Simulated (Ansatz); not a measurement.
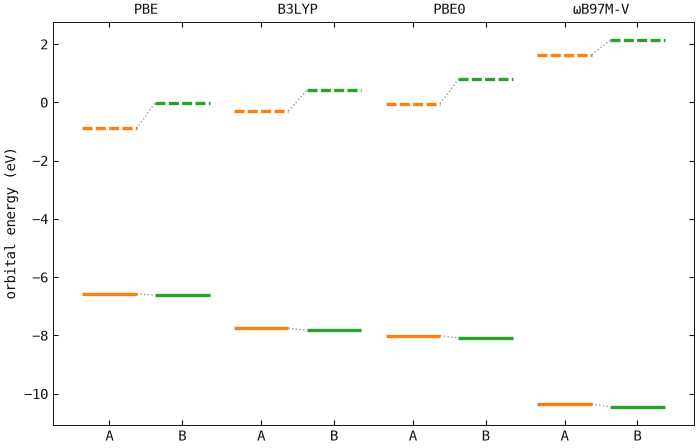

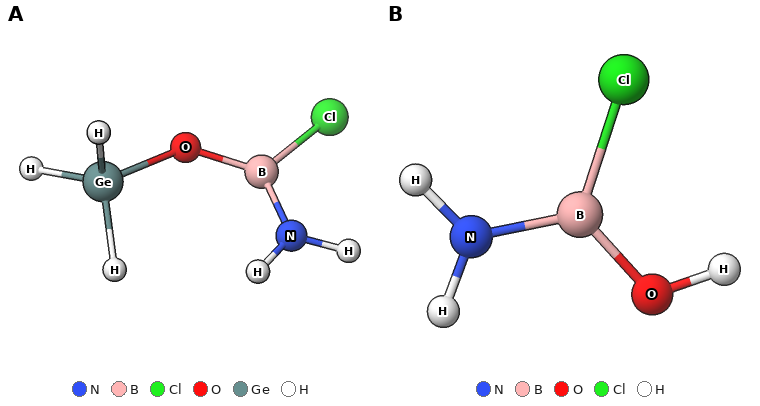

One change: A, BGeNH₅OCl (SMILES NB(Cl)[O][GeH3]), becomes B, BNH₃OCl (SMILES NB(O)Cl). GeH₃ on O is replaced by H. HOMO (solid) and LUMO (dashed) computed in def2-TZVPP at PBE0-D4/def2-TZVP geometries, both minima by their frequencies, gas phase, the Ansatz code. Empty levels above zero depend strongly on the basis.

Question: What does the change do to HOMO and LUMO?

Answer: PBE: the HOMO falls by 0.05 eV, the LUMO rises by 0.87 eV, and the separation goes from 5.67 to 6.59 eV. B3LYP: the HOMO falls by 0.07 eV, the LUMO rises by 0.71 eV, and the separation goes from 7.45 to 8.24 eV. PBE0: the HOMO falls by 0.08 eV, the LUMO rises by 0.83 eV, and the separation goes from 7.97 to 8.88 eV. ωB97M-V: the HOMO falls by 0.09 eV, the LUMO rises by 0.50 eV, and the separation goes from 11.99 to 12.58 eV.

Question: Do the functionals agree on the effect?

Answer: They agree on the direction for both levels; the HOMO shift lies between −0.09 and −0.05 eV and the LUMO shift between 0.50 and 0.87 eV, while the separations themselves differ by up to 6.3 eV between functionals.

Known limits of this run: one conformer of each flexible molecule.
